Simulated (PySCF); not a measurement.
Input file:

```
mol = gto.M(atom='''
La     0.09214    -0.10196     0.10196
F      1.18497     1.38817     1.21649
F     -1.34183    -1.23921     1.23921
F      1.18497    -1.21649    -1.38817
O     -1.40347     1.41147    -1.41147
H     -1.73075     2.29613    -1.20652
H     -1.73075     1.20652    -2.29613''',
    basis={'La': 'def2-SVP', 'F': 'def2-SVP', 'O': 'def2-SVP', 'H': 'def2-SVP'},
    ecp={'La': 'def2-SVP'},
    charge=0, spin=0)
mf = dft.RKS(mol, xc='PBE0')
mf.grids.atom_grid = (75, 302)  # f atoms: at least (60, 302), unpruned
mf = mf.density_fit()  # La def2-universal-JKFIT, F def2-universal-JKFIT, O def2-universal-JKFIT, H def2-universal-JKFIT
mf.conv_tol = 1e-09; mf.max_cycle = 55
mf.kernel(dm0)
```

Run with:

```sh
OMP_NUM_THREADS=2 python run.py
```

Core potentials replace the inner electrons of La.

Theory: RKS PBE0, La def2-SVP with ECP46, F def2-SVP, O def2-SVP, H def2-SVP; non-relativistic Hamiltonian with scalar-relativistic core potentials where named; density fitting in PySCF.

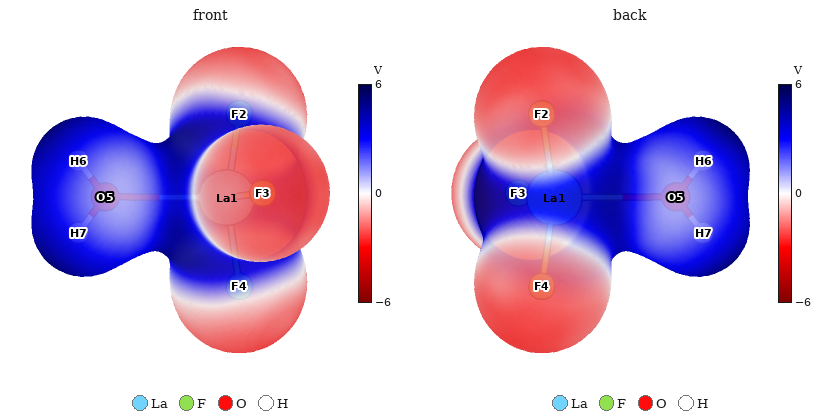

F3H2LaO (La(F)3(H2O)). The molecular electrostatic potential painted on the density surface at 0.004 e/bohr³, seen from the front and from behind; the colour scale runs from red (negative) to blue (positive).

Which sites attract a positive test charge, and which a negative one?

Answer. A positive charge is drawn to the negative regions and a negative charge to the positive ones. The most negative region (about −2.3 V) lies over F2, F3 and F4, the most positive (about +5.2 V) over La1, H6 and H7.
